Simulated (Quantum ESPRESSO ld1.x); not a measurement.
System: the palladium ion Pd⁴⁺, configuration [Kr] 4d6 (high spin). Theory: scalar-relativistic Kohn-Sham, LDA (Slater exchange, Perdew-Zunger correlation), spin-polarised, spherical densities, point nucleus (computed with Quantum ESPRESSO ld1.x 7.5).

```
 &input
    zed=46.0,
    iswitch=1,
    rel=1,
    lsd=1,
    dft='PZ',
    config='[Kr] 4d6',
    verbosity='high',
    prefix='ld1',
    max_out_wfc=37,
    file_charge='ld1.rho',
 /
```

Wanted: the radial probability densities P² of 3d up, 4d up, 4s up and 4p up.

3d up: outer maximum at 0.281 bohr, ⟨r⟩ = 0.358 bohr, 0 nodes, eigenvalue −386.0 eV; 4s up: outer maximum at 0.848 bohr, ⟨r⟩ = 0.932 bohr, 3 nodes, eigenvalue −144.4 eV; 4p up: outer maximum at 0.904 bohr, ⟨r⟩ = 1.01 bohr, 2 nodes, eigenvalue −109.5 eV; 4d up: outer maximum at 1.04 bohr, ⟨r⟩ = 1.25 bohr, 1 node, eigenvalue −58.7 eV.

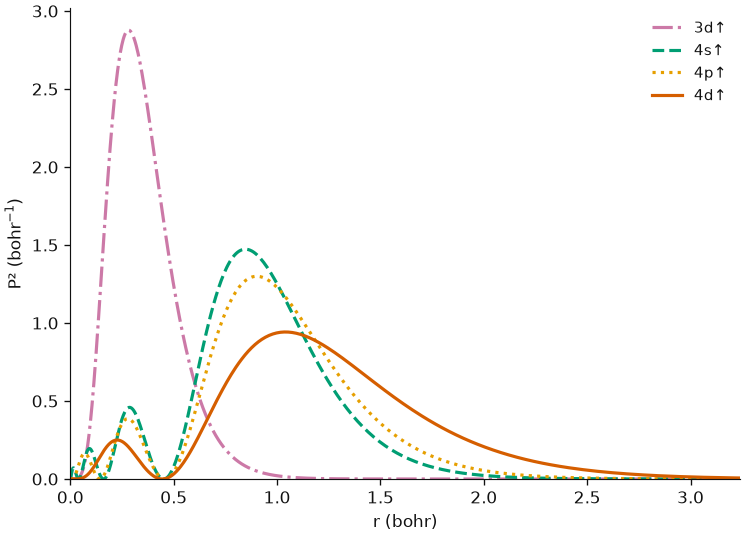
